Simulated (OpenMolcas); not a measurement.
Single-point calculation of B2H4O (part 1 of 2)

System: B2H4O, SMILES BOB.
Method: CASPT2/ANO-S-VDZP (OpenMolcas 26.06).

The geometry comes from this level: GFN2-xTB.

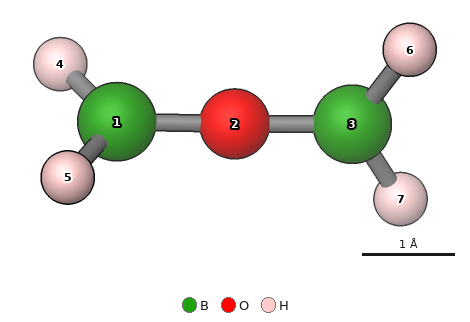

Fig. 1: The structure as given in the input (ball-and-stick view, seen on its broad side; atoms are numbered from 1 in the order of the input). Bond lengths as drawn: B–H 1.18 Å and B–O 1.29 Å.

## Input file
```
>>> EXPORT MOLCAS_PRINT=2

&GATEWAY
  Coord
  7
  angstrom
  B       -1.127510       0.216680      -0.597830
  O       -0.006900      -0.000030       0.012920
  B        1.126640      -0.216270       0.599550
  H       -1.175280       0.127110      -1.773720
  H       -2.086720       0.498260       0.029400
  H        1.870480       0.682890       0.776180
  H        1.399300      -1.308650       0.953500
  Basis = ANO-S-VDZP
  Group = NoSym
  RICD

&SEWARD

&RASSCF
  FileOrb = $CurrDir/step2.RasOrb
  Spin = 1
  Nactel = 8 0 0
  Inactive = 7
  Ras2 = 8
  OrbListing = Nothing
  OrbAppear = Compact

&CASPT2
  Imaginary = 0.2
```

Machine: 1 thread of Intel Xeon (Sapphire Rapids), 16 GiB of memory available, shared host.

Run as:
```bash
export MOLCAS_MEM=1860
pymolcas step3.inp > step3.log
```

## The program's output
```
--- Start Module: gateway ---

                                              &GATEWAY

                       available to each process: 1.9 GB of memory, 1 thread

++    Symmetry information:
      ---------------------

                    Character Table for C1

                             E
                    a        1  x, y, xy, Rz, z, xz, Ry, yz, Rx, I
--

++    Basis set information:
      ----------------------

      Basis set label: B.ANO-S...3S2P1D.

      Electronic valence basis set:
      ------------------
      Associated Effective Charge   5.000000 au
      Associated Actual Charge      5.000000 au
      Nuclear Model: Point charge

      Shell  nPrim  nBasis  Cartesian Spherical Contaminant
         s      10       3        X
         p       6       2        X
         d       3       1                 X

      Basis set label: O.ANO-S...3S2P1D.

      Electronic valence basis set:
      ------------------
      Associated Effective Charge   8.000000 au
      Associated Actual Charge      8.000000 au
      Nuclear Model: Point charge

      Shell  nPrim  nBasis  Cartesian Spherical Contaminant
         s      10       3        X
         p       6       2        X
         d       3       1                 X

      Basis set label: B.ANO-S...3S2P1D.

      Electronic valence basis set:
      ------------------
      Associated Effective Charge   5.000000 au
      Associated Actual Charge      5.000000 au
      Nuclear Model: Point charge

      Shell  nPrim  nBasis  Cartesian Spherical Contaminant
         s      10       3        X
         p       6       2        X
         d       3       1                 X

      Basis set label: H.ANO-S...2S1P.

      Electronic valence basis set:
      ------------------
      Associated Effective Charge   1.000000 au
      Associated Actual Charge      1.000000 au
      Nuclear Model: Point charge

      Shell  nPrim  nBasis  Cartesian Spherical Contaminant
         s       7       2        X
         p       3       1        X
--

++    Molecular structure info:
      -------------------------

                    ************************************************
                    **** Cartesian Coordinates / bohr, angstrom ****
                    ************************************************

     Center  Label                x              y              z                     x              y              z
        1      B1              -2.130685       0.409466      -1.129735             -1.127510       0.216680      -0.597830
        2      O2              -0.013039      -0.000057       0.024415             -0.006900      -0.000030       0.012920
        3      B3               2.129041      -0.408691       1.132985              1.126640      -0.216270       0.599550
        4      H4              -2.220957       0.240203      -3.351845             -1.175280       0.127110      -1.773720
        5      H5              -3.943329       0.941575       0.055558             -2.086720       0.498260       0.029400
        6      H6               3.534695       1.290475       1.466768              1.870480       0.682890       0.776180
        7      H7               2.644294      -2.472990       1.801854              1.399300      -1.308650       0.953500

                    ***************************************
                    *    InterNuclear Distances / bohr    *
                    ***************************************

               1 B1            2 O2            3 B3            4 H4            5 H5            6 H6
    1 B1       0.000000
    2 O2       2.446262        0.000000
    3 B3       4.892295        2.446307        0.000000
    4 H4       2.230375        4.041257        6.281501        0.000000
    5 H5       2.230188        4.041636        6.313299        3.881866        0.000000
    6 H6       6.294008        4.041320        2.230345        7.579554        7.618011        0.000000
    7 H7       6.301047        4.041795        2.230292        7.588985        7.622702        3.881851

               7 H7
    7 H7       0.000000

                    *******************************************
                    *    InterNuclear Distances / angstrom    *
                    *******************************************

               1 B1            2 O2            3 B3            4 H4            5 H5            6 H6
    1 B1       0.000000
    2 O2       1.294506        0.000000
    3 B3       2.588891        1.294530        0.000000
    4 H4       1.180264        2.138541        3.324027        0.000000
    5 H5       1.180165        2.138742        3.340854        2.054195        0.000000
    6 H6       3.330645        2.138575        1.180248        4.010927        4.031278        0.000000
    7 H7       3.334370        2.138826        1.180220        4.015918        4.033760        2.054187

               7 H7
    7 H7       0.000000

                    **************************************
                    *    Valence Bond Angles / degree    *
                    **************************************
                          Atom centers                 Phi
                      2 O2       1 B1       4 H4       119.50
                      2 O2       1 B1       5 H5       119.52
                      4 H4       1 B1       5 H5       120.98
                      1 B1       2 O2       3 B3       178.79
                      2 O2       3 B3       6 H6       119.50
                      2 O2       3 B3       7 H7       119.53
                      6 H6       3 B3       7 H7       120.97

           ***************************************************************
           *              Valence Dihedral Angles / degree               *
           ***************************************************************
                    Atom centers                       Phi1     Phi2     Theta
           3 B3       2 O2       1 B1       4 H4        178.79   119.50    11.54
           3 B3       2 O2       1 B1       5 H5        178.79   119.52  -168.61
           1 B1       2 O2       3 B3       6 H6        178.79   119.50    78.51
           1 B1       2 O2       3 B3       7 H7        178.79   119.53  -101.72
--

            Nuclear Potential Energy             58.91525605 au

--- Stop Module: gateway /rc=_RC_ALL_IS_WELL_ ---

--- Start Module: seward ---

                                              &SEWARD

                       available to each process: 1.9 GB of memory, 1 thread

               SEWARD will generate:
                  Multipole Moment integrals up to order  2
                  Kinetic Energy integrals
                  Nuclear Attraction integrals (point charge)
                  One-Electron Hamiltonian integrals
                  Velocity integrals
                  Orbital angular momentum around ( -0.0050   0.0002   0.0095 )
                  Velocity quadrupole around ( -0.0050   0.0002   0.0095 )
                  RI decomposed two-electron repulsion integrals stored Cholesky style
                   - acCD auxiliary basis
                   - CD Threshold:   1.00E-04

                   Integrals are discarded if absolute value <: 1.00E-14
                   Integral cutoff threshold is set to       <: 1.00E-16

            Nuclear Potential Energy             58.91525605 au

      Basis set specifications :
      Symmetry species         a
      Basis functions           62

--- Stop Module: seward /rc=_RC_ALL_IS_WELL_ ---

--- Start Module: rasscf ---

                                              &RASSCF

                       available to each process: 1.9 GB of memory, 1 thread

      Header of the ONEINT file:
      --------------------------

      OrdInt status: non-squared

      Cartesian coordinates in angstrom:
      -----------------------------------------------------
      No.  Label        X            Y            Z
      -----------------------------------------------------
       1   B1        -1.12751000   0.21668000  -0.59783000
       2   O2        -0.00690000  -0.00003000   0.01292000
       3   B3         1.12664000  -0.21627000   0.59955000
       4   H4        -1.17528000   0.12711000  -1.77372000
       5   H5        -2.08672000   0.49826000   0.02940000
       6   H6         1.87048000   0.68289000   0.77618000
       7   H7         1.39930000  -1.30865000   0.95350000
      -----------------------------------------------------
      Nuclear repulsion energy =   58.91525605

++    Wave function specifications:
      -----------------------------

      Number of closed shell electrons          14
      Number of electrons in active shells       8
      Max number of holes in RAS1 space          0
      Max nr of electrons in RAS3 space          0
      Number of inactive orbitals                7
      Number of active orbitals                  8
      Number of secondary orbitals              47
      Spin quantum number                      0.0
      State symmetry                             1
--

++    Orbital specifications:
      -----------------------

      Symmetry species                           1
                                                 a
      Frozen orbitals                            0
      Inactive orbitals                          7
      Active orbitals                            8
      RAS1 orbitals                              0
      RAS2 orbitals                              8
      RAS3 orbitals                              0
      Secondary orbitals                        47
      Deleted orbitals                           0
      Number of basis functions                 62
--

++    CI expansion specifications:
      ----------------------------

      Number of CSFs                          1764
      Number of spin combinations             2485
      Number of determinants                  4900
      Number of root(s) required                 1
      Root chosen for geometry opt.              1
      CI root used                               1

      highest root included in the CI            1
      max. size of the explicit Hamiltonian    200
--

++    Optimization specifications:
      ----------------------------

      RASSCF algorithm: LK RI/DF
      Maximum number of macro iterations       200
      Maximum number of SX iterations          100
      Threshold for RASSCF energy            1.000E-08
      Threshold for max MO rotation          1.000E-01
      Threshold for max BLB element          1.000E-04
      Level shift parameter                  5.000E-01
      Make Quasi-Newton update
--

      The MO-coefficients are taken from the file:
      step2.RasOrb
      Title: RASSCF average (pseudo-natural) orbitals

      Total molecular charge    0.00

      ************************************************************************************************************************
      *                                            Wave function control section                                             *
      ************************************************************************************************************************

                                         RASSCF iterations: Energy and convergence statistics
                                         ----------------------------------------------------
```
